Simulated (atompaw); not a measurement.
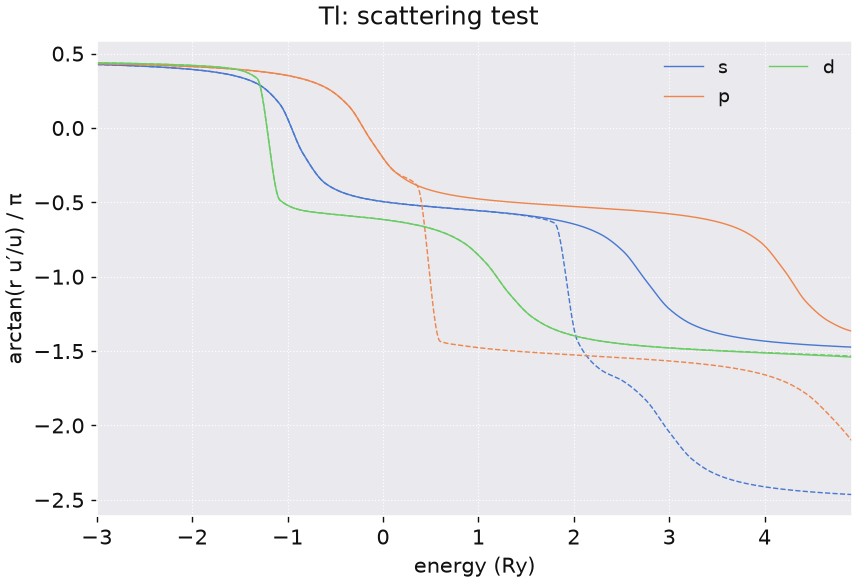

Unwrapped phase arctan(r u′/u) in units of π against energy, all-electron (solid) and pseudo (dashed); the pseudo phase is matched to the all-electron one at the reference energy. Here u = r R(r). A near-vertical step is a level narrower than the spacing of the points behind the curves.

Input of atompaw 4.2.0.5:

```
Tl 81
GGA-PBE scalarrelativistic loggrid 2001 logderivrange -3 5 201
6 6 5 4 0 0
6 1 1
0 0 0
c
c
c
c
c
v
c
c
c
c
v
c
c
v
c
2
3.00 2.40 3.00 1.65
y
0.35
n
y
0.9
n
y
1.6
n
bloechl sinc
3 0.5 troulliermartins
```

Run as:
```bash
atompaw < Tl.input > Tl.log
```

Functional and relativity: PBE, scalar-relativistic.

**Does the potential have spurious states?**

Going away from the reference energies, the phases part by more than π/2 in: s at about 2.0 Ry (above its reference energy, pseudo phase lower); p at about 0.5 Ry (above its reference energy, pseudo phase lower). Such a step is either a state that only one of the two atoms has or an ordinary level shifted in energy. The separate test gives: no ghost state below the valence levels in the s, p, d, f channels.

**Which channel departs first above its reference energy?**

The p channel: its phase error passes 0.05 rad 0.5 Ry above its reference energy, against 2.5 Ry for s.

**Give the range of good agreement (0.05 rad in phase) for each channel.**

s: up to about 1.8 Ry; p: up to about 0.4 Ry; d: over the whole range drawn.
